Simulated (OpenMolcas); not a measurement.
Gd⁴⁺: multiconfigurational calculation

Gd⁴⁺. Computed at this level: state-averaged SS-CASPT2, IPEA shift 0.25, imaginary shift 0.1 hartree, closed shells 5s 5p correlated, active space 6 electrons in the shell 4f, basis ANO-R2, X2C scalar Hamiltonian, spin-orbit coupling by RASSI with atomic mean-field integrals (OpenMolcas).

**The input**
```
&GATEWAY
Coord
1

Gd 0.0 0.0 0.0
Basis=ANO-R2
Group=XYZ
NoMove
AngMom=0.0 0.0 0.0
AMFI
&SEWARD
&RASSCF
FileOrb=start.orb
Symmetry=1
Spin=7
nActEl=6 0 0
Inactive=15 12
Ras2=0 7
CIRoot=7 7 1
SDav=7
CIMx=300
Iter=120 100
PrWF=0.3
OrbListing=Nothing
MaxOrb=0
Atom
>>> COPY $Project.JobIph JOB001
&RASSCF
FileOrb=start.orb
Symmetry=1
Spin=5
nActEl=6 0 0
Inactive=15 12
Ras2=0 7
CIRoot=140 140 1
SDav=140
CIMx=300
Iter=120 100
PrWF=0.3
OrbListing=Nothing
MaxOrb=0
Atom
>>> COPY $Project.JobIph JOB002
&RASSCF
FileOrb=start.orb
Symmetry=1
Spin=3
nActEl=6 0 0
Inactive=15 12
Ras2=0 7
CIRoot=272 272 1
SDav=588
CIMx=300
Iter=120 100
PrWF=0.3
OrbListing=Nothing
MaxOrb=0
Atom
CIOnly
>>> COPY $Project.JobIph JOB003
&RASSCF
FileOrb=start.orb
Symmetry=1
Spin=1
nActEl=6 0 0
Inactive=15 12
Ras2=0 7
CIRoot=272 272 1
SDav=490
CIMx=300
Iter=120 100
PrWF=0.3
OrbListing=Nothing
MaxOrb=0
Atom
CIOnly
>>> COPY $Project.JobIph JOB004
&RASSI
NrOfJobIphs=4 7 105 141 47
1 2 3 4 5 6 7
1 2 3 4 5 6 7 8 9 10 11 12 13 14 15 16 17 18 19 20 21 22 23 24 25 26 27
28 29 30 31 32 33 34 35 36 37 38 39 40 41 42 43 44 45 46 47 48 49 50 51
52 53 54 55 56 57 58 59 60 61 62 63 64 65 66 67 68 69 70 71 72 73 74 75
76 77 78 79 80 81 82 83 84 85 86 87 88 89 90 91 92 93 94 95 96 97 98 99
100 101 102 103 104 105
1 2 3 4 5 6 7 8 9 10 11 12 13 14 15 16 17 18 19 20 21 22 23 24 25 26 27
28 29 30 31 32 33 34 35 36 37 38 39 40 41 42 43 44 45 46 47 48 49 50 51
52 53 54 55 56 57 58 59 60 61 62 63 64 65 66 67 68 69 70 71 72 73 74 75
76 77 78 79 80 81 82 83 84 85 86 87 88 89 90 91 92 93 94 95 96 97 98 99
100 101 102 103 104 105 106 107 108 109 110 111 112 113 114 115 116 117
118 119 120 121 122 123 124 125 126 127 128 129 130 131 132 133 134 135
136 137 138 139 140 141
1 2 3 4 5 6 7 8 9 10 11 12 13 14 15 16 17 18 19 20 21 22 23 24 25 26 27
28 29 30 31 32 33 34 35 36 37 38 39 40 41 42 43 44 45 46 47
IphNames
JOB001
JOB002
JOB003
JOB004
EJob
SpinOrbit
DIPRint=1.0
SOCoupling=1000.0
Subsets=2
Property=9
'ANGMOM' 1 'ANGMOM' 2 'ANGMOM' 3 'MLTPL  1' 1 'MLTPL  1' 2 'MLTPL  1' 3
'AMFI' 1 'AMFI' 2 'AMFI' 3
SOProperty=3
'ANGMOM' 1 'ANGMOM' 2 'ANGMOM' 3
>>> COPY JOB001 $Project.JobIph
&CASPT2
Multistate=7 1 2 3 4 5 6 7
Frozen=14 9
IPEA=0.25
Imaginary=0.1
MaxIter=60
WThr=0.0 0.3 0.05
PrWF=0.5
NoMix
>>> COPY JOB002 $Project.JobIph
&CASPT2
Multistate=105 1 2 3 4 5 6 7 8 9 10 11 12 13 14 15 16 17 18 19 20 21 22
23 24 25 26 27 28 29 30 31 32 33 34 35 36 37 38 39 40 41 42 43 44 45 46
47 48 49 50 51 52 53 54 55 56 57 58 59 60 61 62 63 64 65 66 67 68 69 70
71 72 73 74 75 76 77 78 79 80 81 82 83 84 85 86 87 88 89 90 91 92 93 94
95 96 97 98 99 100 101 102 103 104 105
NoMult
Frozen=14 9
IPEA=0.25
Imaginary=0.1
MaxIter=60
WThr=0.0 0.3 0.05
PrWF=0.5
NoMix
>>> COPY JOB003 $Project.JobIph
&CASPT2
Multistate=141 1 2 3 4 5 6 7 8 9 10 11 12 13 14 15 16 17 18 19 20 21 22
23 24 25 26 27 28 29 30 31 32 33 34 35 36 37 38 39 40 41 42 43 44 45 46
47 48 49 50 51 52 53 54 55 56 57 58 59 60 61 62 63 64 65 66 67 68 69 70
71 72 73 74 75 76 77 78 79 80 81 82 83 84 85 86 87 88 89 90 91 92 93 94
95 96 97 98 99 100 101 102 103 104 105 106 107 108 109 110 111 112 113
114 115 116 117 118 119 120 121 122 123 124 125 126 127 128 129 130 131
132 133 134 135 136 137 138 139 140 141
NoMult
Frozen=14 9
IPEA=0.25
Imaginary=0.1
MaxIter=60
WThr=0.0 0.3 0.05
PrWF=0.5
NoMix
>>> COPY JOB004 $Project.JobIph
&CASPT2
Multistate=47 1 2 3 4 5 6 7 8 9 10 11 12 13 14 15 16 17 18 19 20 21 22
23 24 25 26 27 28 29 30 31 32 33 34 35 36 37 38 39 40 41 42 43 44 45 46
47
Frozen=14 9
IPEA=0.25
Imaginary=0.1
MaxIter=60
WThr=0.0 0.3 0.05
PrWF=0.5
NoMix
```

The file start.orb holds starting orbitals from an earlier step. A driver script formed the levels outside the program, from RASSI's spin-orbit matrix and the CASPT2 energies (for multi-state variants, the effective Hamiltonian), averaged over the components of each term or state. The log and the time are those of the CASPT2 step.

Hardware: 1 CPU thread, shared host.

**The program's output (extracts)**
```
--- CASPT2 ---
Orbital specifications:
      -----------------------

      Symmetry species                           1   2
                                                ag  au
      Frozen orbitals                           14   9
      Inactive orbitals                          1   3
      Active orbitals                            0   7
      Secondary orbitals                        27  20
      Deleted orbitals                           0   0
      Number of basis functions                 42  39
Type of calculation                        MS-CASPT2
      Fock operator                              state-specific
      IPEA shift                                 0.25
      Real shift                                 0.00
      Imaginary shift                            0.10
      The input orbitals will be transformed to quasi-canonical
Reference energy:      -11263.9536347656
      E2 (Non-variational):      -0.3855500361
      Shift correction:          -0.0001641380
      E2 (Variational):          -0.3857141741
      Total energy:          -11264.3393489397
      Residual norm:              0.0000008011
      Reference weight:           0.93284
      Contributions to the CASPT2 correlation energy
      Active & Virtual Only:         -0.0730960522
      One Inactive Excited:          -0.1483708858
      Two Inactive Excited:          -0.1640830981
Reference energy:      -11263.9536347656
      E2 (Non-variational):      -0.3856002737
      Shift correction:          -0.0001645781
      E2 (Variational):          -0.3857648519
      Total energy:          -11264.3393996175
      Residual norm:              0.0000009011
      Reference weight:           0.93280
      Contributions to the CASPT2 correlation energy
      Active & Virtual Only:         -0.0731096361
      One Inactive Excited:          -0.1484188257
      Two Inactive Excited:          -0.1640718119
::    CASPT2 Root  1     Total energy: -11264.33934894
::    CASPT2 Root  2     Total energy: -11264.33939962
::    CASPT2 Root  3     Total energy: -11264.33942342
::    CASPT2 Root  4     Total energy: -11264.33935799
::    CASPT2 Root  5     Total energy: -11264.33939449
::    CASPT2 Root  6     Total energy: -11264.33942757
::    CASPT2 Root  7     Total energy: -11264.33942922
::    MS-CASPT2 Root  1     Total energy: -11264.33944390
::    MS-CASPT2 Root  2     Total energy: -11264.33942791
::    MS-CASPT2 Root  3     Total energy: -11264.33942434
::    MS-CASPT2 Root  4     Total energy: -11264.33941413
::    MS-CASPT2 Root  5     Total energy: -11264.33937691
::    MS-CASPT2 Root  6     Total energy: -11264.33935096
::    MS-CASPT2 Root  7     Total energy: -11264.33934310
--- CASPT2 ---
Orbital specifications:
      -----------------------

      Symmetry species                           1   2
                                                ag  au
      Frozen orbitals                           14   9
      Inactive orbitals                          1   3
      Active orbitals                            0   7
      Secondary orbitals                        27  20
      Deleted orbitals                           0   0
      Number of basis functions                 42  39
Type of calculation                        SS-CASPT2
      Fock operator                              state-specific
      IPEA shift                                 0.25
      Real shift                                 0.00
      Imaginary shift                            0.10
      The input orbitals will be transformed to quasi-canonical
Reference energy:      -11263.8317339819
      E2 (Non-variational):      -0.3973915634
      Shift correction:          -0.0001779092
      E2 (Variational):          -0.3975694726
      Total energy:          -11264.2293034546
      Residual norm:              0.0000004843
      Reference weight:           0.92997
      Contributions to the CASPT2 correlation energy
      Active & Virtual Only:         -0.0841837127
      One Inactive Excited:          -0.1480939207
      Two Inactive Excited:          -0.1651139301
Reference energy:      -11263.8317339819
      E2 (Non-variational):      -0.3974471812
      Shift correction:          -0.0001780479
      E2 (Variational):          -0.3976252290
      Total energy:          -11264.2293592109
      Residual norm:              0.0000004862
      Reference weight:           0.92994
      Contributions to the CASPT2 correlation energy
      Active & Virtual Only:         -0.0841826918
      One Inactive Excited:          -0.1481496721
      Two Inactive Excited:          -0.1651148172
::    CASPT2 Root  1     Total energy: -11264.22930345
::    CASPT2 Root  2     Total energy: -11264.22935921
::    CASPT2 Root  3     Total energy: -11264.22924886
::    CASPT2 Root  4     Total energy: -11264.22920865
::    CASPT2 Root  5     Total energy: -11264.22922072
::    CASPT2 Root  6     Total energy: -11264.20426038
::    CASPT2 Root  7     Total energy: -11264.20425947
::    CASPT2 Root  8     Total energy: -11264.20432704
::    CASPT2 Root  9     Total energy: -11264.20432645
::    CASPT2 Root 10     Total energy: -11264.20421270
::    CASPT2 Root 11     Total energy: -11264.20426003
::    CASPT2 Root 12     Total energy: -11264.20424884
::    CASPT2 Root 13     Total energy: -11264.20426017
::    CASPT2 Root 14     Total energy: -11264.20433438
::    CASPT2 Root 15     Total energy: -11264.20425471
::    CASPT2 Root 16     Total energy: -11264.20422853
::    CASPT2 Root 17     Total energy: -11264.20428256
::    CASPT2 Root 18     Total energy: -11264.20429427
::    CASPT2 Root 19     Total energy: -11264.20434476
::    CASPT2 Root 20     Total energy: -11264.20435809
::    CASPT2 Root 21     Total energy: -11264.20433492
::    CASPT2 Root 22     Total energy: -11264.20432550
::    CASPT2 Root 23     Total energy: -11264.20509214
::    CASPT2 Root 24     Total energy: -11264.20514742
::    CASPT2 Root 25     Total energy: -11264.20506689
::    CASPT2 Root 26     Total energy: -11264.20511495
::    CASPT2 Root 27     Total energy: -11264.20510085
::    CASPT2 Root 28     Total energy: -11264.20500985
::    CASPT2 Root 29     Total energy: -11264.20505101
::    CASPT2 Root 30     Total energy: -11264.20508399
--- CASPT2 ---
Orbital specifications:
      -----------------------

      Symmetry species                           1   2
                                                ag  au
      Frozen orbitals                           14   9
      Inactive orbitals                          1   3
      Active orbitals                            0   7
      Secondary orbitals                        27  20
      Deleted orbitals                           0   0
      Number of basis functions                 42  39
Type of calculation                        SS-CASPT2
      Fock operator                              state-specific
      IPEA shift                                 0.25
      Real shift                                 0.00
      Imaginary shift                            0.10
      The input orbitals will be transformed to quasi-canonical
Reference energy:      -11263.7297652195
      E2 (Non-variational):      -0.4026489956
      Shift correction:          -0.0001798369
      E2 (Variational):          -0.4028288325
      Total energy:          -11264.1325940520
      Residual norm:              0.0000002870
      Reference weight:           0.92932
      Contributions to the CASPT2 correlation energy
      Active & Virtual Only:         -0.0890951934
      One Inactive Excited:          -0.1472690037
      Two Inactive Excited:          -0.1662847985
Reference energy:      -11263.7297652195
      E2 (Non-variational):      -0.4026490083
      Shift correction:          -0.0001798367
      E2 (Variational):          -0.4028288451
      Total energy:          -11264.1325940646
      Residual norm:              0.0000002870
      Reference weight:           0.92932
      Contributions to the CASPT2 correlation energy
      Active & Virtual Only:         -0.0890952127
      One Inactive Excited:          -0.1472689971
      Two Inactive Excited:          -0.1662847985
::    CASPT2 Root  1     Total energy: -11264.13259405
::    CASPT2 Root  2     Total energy: -11264.13259406
::    CASPT2 Root  3     Total energy: -11264.13259406
::    CASPT2 Root  4     Total energy: -11264.10905992
::    CASPT2 Root  5     Total energy: -11264.10867835
::    CASPT2 Root  6     Total energy: -11264.10873923
::    CASPT2 Root  7     Total energy: -11264.10871983
::    CASPT2 Root  8     Total energy: -11264.10892763
::    CASPT2 Root  9     Total energy: -11264.10897392
::    CASPT2 Root 10     Total energy: -11264.10868987
::    CASPT2 Root 11     Total energy: -11264.10877646
::    CASPT2 Root 12     Total energy: -11264.10888928
::    CASPT2 Root 13     Total energy: -11264.10884045
::    CASPT2 Root 14     Total energy: -11264.10874463
::    CASPT2 Root 15     Total energy: -11264.10896935
::    CASPT2 Root 16     Total energy: -11264.10876028
::    CASPT2 Root 17     Total energy: -11264.10892494
::    CASPT2 Root 18     Total energy: -11264.10885273
::    CASPT2 Root 19     Total energy: -11264.10884577
::    CASPT2 Root 20     Total energy: -11264.10886580
::    CASPT2 Root 21     Total energy: -11264.10878180
::    CASPT2 Root 22     Total energy: -11264.10901952
::    CASPT2 Root 23     Total energy: -11264.10874222
::    CASPT2 Root 24     Total energy: -11264.10876676
::    CASPT2 Root 25     Total energy: -11264.10888058
::    CASPT2 Root 26     Total energy: -11264.10894618
::    CASPT2 Root 27     Total energy: -11264.10917199
::    CASPT2 Root 28     Total energy: -11264.10909654
::    CASPT2 Root 29     Total energy: -11264.10911656
::    CASPT2 Root 30     Total energy: -11264.10911491
--- CASPT2 ---
Orbital specifications:
      -----------------------

      Symmetry species                           1   2
                                                ag  au
      Frozen orbitals                           14   9
      Inactive orbitals                          1   3
      Active orbitals                            0   7
      Secondary orbitals                        27  20
      Deleted orbitals                           0   0
      Number of basis functions                 42  39
Type of calculation                        MS-CASPT2
      Fock operator                              state-specific
      IPEA shift                                 0.25
      Real shift                                 0.00
      Imaginary shift                            0.10
      The input orbitals will be transformed to quasi-canonical
Reference energy:      -11263.6837667133
      E2 (Non-variational):      -0.4040768460
      Shift correction:          -0.0001821929
      E2 (Variational):          -0.4042590388
      Total energy:          -11264.0880257522
      Residual norm:              0.0000002724
      Reference weight:           0.92902
      Contributions to the CASPT2 correlation energy
      Active & Virtual Only:         -0.0900736604
      One Inactive Excited:          -0.1476473644
      Two Inactive Excited:          -0.1663558211
Reference energy:      -11263.6794240275
      E2 (Non-variational):      -0.3828110622
      Shift correction:          -0.0001556866
      E2 (Variational):          -0.3829667488
      Total energy:          -11264.0623907763
      Residual norm:              0.0000002832
      Reference weight:           0.93409
      Contributions to the CASPT2 correlation energy
      Active & Virtual Only:         -0.0715909614
      One Inactive Excited:          -0.1475543369
      Two Inactive Excited:          -0.1636657639
::    CASPT2 Root  1     Total energy: -11264.08802575
::    CASPT2 Root  2     Total energy: -11264.06239078
::    CASPT2 Root  3     Total energy: -11264.06232564
::    CASPT2 Root  4     Total energy: -11264.06216965
::    CASPT2 Root  5     Total energy: -11264.06227954
::    CASPT2 Root  6     Total energy: -11264.06243042
::    CASPT2 Root  7     Total energy: -11264.06259679
::    CASPT2 Root  8     Total energy: -11264.06231102
::    CASPT2 Root  9     Total energy: -11264.06204736
::    CASPT2 Root 10     Total energy: -11264.06249330
::    CASPT2 Root 11     Total energy: -11264.06250124
::    CASPT2 Root 12     Total energy: -11264.06226563
::    CASPT2 Root 13     Total energy: -11264.06254110
::    CASPT2 Root 14     Total energy: -11264.06251378
::    CASPT2 Root 15     Total energy: -11264.06248765
::    CASPT2 Root 16     Total energy: -11264.06239831
::    CASPT2 Root 17     Total energy: -11264.06245611
::    CASPT2 Root 18     Total energy: -11264.06217641
::    CASPT2 Root 19     Total energy: -11264.06216815
::    CASPT2 Root 20     Total energy: -11264.06222779
::    CASPT2 Root 21     Total energy: -11264.06239777
::    CASPT2 Root 22     Total energy: -11264.06240336
::    CASPT2 Root 23     Total energy: -11264.06213188
::    CASPT2 Root 24     Total energy: -11264.06216642
::    CASPT2 Root 25     Total energy: -11264.06231968
::    CASPT2 Root 26     Total energy: -11264.06226843
::    CASPT2 Root 27     Total energy: -11264.06295271
::    CASPT2 Root 28     Total energy: -11264.06288769
::    CASPT2 Root 29     Total energy: -11264.06319740
::    CASPT2 Root 30     Total energy: -11264.06310503
```

**Spin-orbit levels, grouped by J and assigned (the lowest 40)**

| Configuration | Level | E (eV) | LS purity (%) | Landé g |
| --- | --- | --- | --- | --- |
| 4f⁶ | ⁷F₀ | 0 | 92 | – |
| 4f⁶ | ⁷F₁ | 0.06554 | 94 | 1.500 |
| 4f⁶ | ⁷F₂ | 0.1787 | 96 | 1.499 |
| 4f⁶ | ⁷F₃ | 0.3219 | 97 | 1.498 |
| 4f⁶ | ⁷F₄ | 0.4830 | 98 | 1.497 |
| 4f⁶ | ⁷F₅ | 0.6541 | 97 | 1.496 |
| 4f⁶ | ⁷F₆ | 0.8292 | 96 | 1.494 |
| 4f⁶ | ⁵D₀ | 2.501 | 78 | – |
| 4f⁶ | ⁵D₁ | 2.771 | 86 | 1.494 |
| 4f⁶ | ⁵D₂ | 3.163 | 93 | 1.493 |
| 4f⁶ | ⁵D₃ | 3.623 | 95 | 1.489 |
| 4f⁶ | ⁵L₆ | 3.878 | 91 | 0.730 |
| 4f⁶ | ⁵G₂ | 4.031 | 92 | 0.356 |
| 4f⁶ | ⁵L₇ | 4.041 | 94 | 0.919 |
| 4f⁶ | ⁵G₃ | 4.064 | 85 | 0.881 |
| 4f⁶ | ⁵G₄ | 4.088 | 70 | 1.149 |
| 4f⁶ | ⁵G₅ | 4.111 | 74 | 1.222 |
| 4f⁶ | ⁵G₆ | 4.120 | 71 | 1.297 |
| 4f⁶ | ⁵D₄ | 4.158 | 83 | 1.441 |
| 4f⁶ | ⁵L₈ | 4.202 | 96 | 1.044 |
| 4f⁶ | ⁵L₉ | 4.335 | 97 | 1.132 |
| 4f⁶ | ⁵L₁₀ | 4.424 | 95 | 1.195 |
| 4f⁶ | ⁵H₇ | 4.828 | 78 | 1.258 |
| 4f⁶ | ⁵H₃ | 4.828 | 86 | 0.552 |
| 4f⁶ | ⁵H₄ | 4.899 | 69 | 0.921 |
| 4f⁶ | ⁵H₆ | 4.907 | 60 | 1.197 |
| 4f⁶ | ⁵H₅ | 4.920 | 58 | 1.096 |
| 4f⁶ | ³P₀ | 5.000 | 69 | – |
| 4f⁶ | ⁵F₁ | 5.221 | 95 | 0.038 |
| 4f⁶ | ⁵F₂ | 5.232 | 88 | 0.994 |
| 4f⁶ | ⁵F₃ | 5.260 | 82 | 1.233 |
| 4f⁶ | ⁵F₄ | 5.336 | 79 | 1.309 |
| 4f⁶ | ⁵F₅ | 5.410 | 73 | 1.298 |
| 4f⁶ | ⁵I₄ | 5.458 | 82 | 0.659 |
| 4f⁶ | J = 5 (even, mixed) | 5.473 | 40 | 0.980 |
| 4f⁶ | ⁵I₈ | 5.541 | 91 | 1.240 |
| 4f⁶ | ⁵I₆ | 5.558 | 55 | 1.077 |
| 4f⁶ | ⁵I₇ | 5.613 | 71 | 1.183 |
| 4f⁶ | ³P₁ | 5.851 | 86 | 1.485 |
| 4f⁶ | ⁵K₅ | 5.871 | 65 | 0.746 |

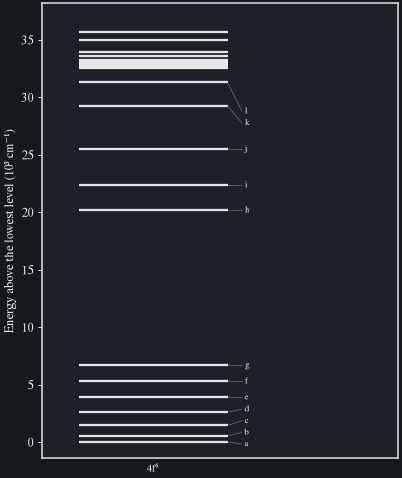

**Figure 1.** The lowest computed levels of Gd⁴⁺, 12 of them lettered. a: 4f⁶ ⁷F₀ at 0; b: 4f⁶ ⁷F₁ at 529 cm⁻¹; c: 4f⁶ ⁷F₂ at 1,440 cm⁻¹; d: 4f⁶ ⁷F₃ at 2,600 cm⁻¹; e: 4f⁶ ⁷F₄ at 3,900 cm⁻¹; f: 4f⁶ ⁷F₅ at 5,280 cm⁻¹; g: 4f⁶ ⁷F₆ at 6,690 cm⁻¹; h: 4f⁶ ⁵D₀ at 20,200 cm⁻¹; i: 4f⁶ ⁵D₁ at 22,400 cm⁻¹; j: 4f⁶ ⁵D₂ at 25,500 cm⁻¹; k: 4f⁶ ⁵D₃ at 29,200 cm⁻¹; l: 4f⁶ ⁵L₆ at 31,300 cm⁻¹.

**Summary**

- outcome: converged
- lowest level: 4f⁶ ⁷F₀
- first excited level: 4f⁶ ⁷F₁, 529 cm⁻¹
- energy of the lowest spin-free term: −11264.33940 hartree
- energy of the lowest spin-orbit level: −11264.36355 hartree
- CASPT2 correlation energy: −0.3858 hartree
- largest spread among components of a term: 195.9 cm⁻¹
- lowest reference weight: 0.927
- wall time: 1.9 min

**Notes**

The components of ⁵I, which symmetry makes degenerate, are split by 196 cm⁻¹ in CASPT2, and those of 11 more by over 50 cm⁻¹. This is an artefact; the levels of such states rest on averages and are uncertain by about as much. The run is of multi-state type; this report uses its single-state energies. Caveats: only configurations of the active space are included.
